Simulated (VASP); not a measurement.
Band structure of PtAu (space group P-6m2). Level of theory: PBEsol GGA with spin-orbit coupling, VASP's PBE PAW potentials (set 64) (plane waves; VASP 6.6.1).

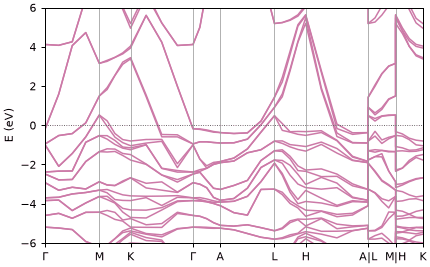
*Bands along high-symmetry lines, zero at the valence-band maximum or, without a gap, the Fermi level*

Task: Read the plot: is there a gap, and where are the band edges?

Result: It has no gap at this level: it comes out as a metal or semimetal.

The structure comes from a computed database's PtAu entry (P-6m2); how it stands against other phases isn't given here. It was relaxed first.
